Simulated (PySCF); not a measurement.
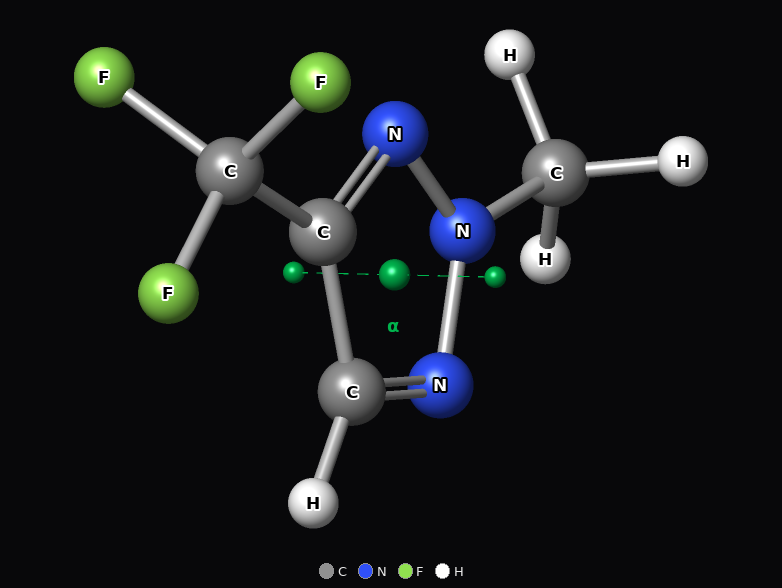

The small points mark where nucleus-independent chemical shifts (NICS) were computed: at the centre of each lettered ring and 1 Å above and below it. The computed structure is the end point of a GFN2-xTB optimisation. No frequency run is at hand to confirm it as a minimum. Properties computed with GIAO PBE0/pcSseg-1 NMR shielding, non-relativistic, gas phase (PySCF 2.14.0).

Give NICS(0), NICS(1) and the out-of-plane component NICS(1)zz for each ring (means of the two sides).

```
ring  members  NICS(0)  NICS(1)  NICS(1)zz
   α     C2N3    −13.9    −13.5      −33.2
```

Values in ppm.

> What do the values say about the ring currents?

Ring α: diatropic, as in an aromatic ring. NICS is one index among several.
